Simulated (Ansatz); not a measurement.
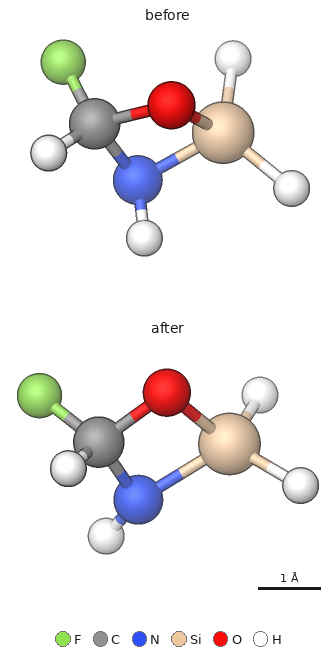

The structure of CH₄FNOSi before (top) and after (bottom) a relaxation, at one scale.

A ball-and-stick model, seen at a tilt.

The run prepares an end point of a later path (hydrogen shift) calculation, from a guessed geometry.

Computed with RKS B3LYP-D4/def2-SVP (Ansatz). (no spin polarisation; force threshold 0.02 eV/Å; at most 50 steps)

### Describe what moved and what it gained.

An H atom moves most after the best rigid fit: 1.15 Å. Largest moves by element: H 1.15 Å, F 0.54 Å, O 0.48 Å, C 0.18 Å, N 0.17 Å, Si 0.12 Å. Among the contacts that change: N–Si 1.598 → 1.737 Å, C–F 1.307 → 1.375 Å, H–Si 1.556 → 1.489 Å, C–O 1.466 → 1.408 Å. Among the angles between lasting bonds that change: Si–N–H 106.5° → 142.4°, H–Si–H 121.5° → 109.0°, C–N–H 111.0° → 122.4°. After 16 accepted moves (17 points after the start) the energy has fallen by 162.9 kJ/mol. The largest force component goes from 7.4 to 0.011 eV/Å. The line search rejected the trial step at point 13 of the run.
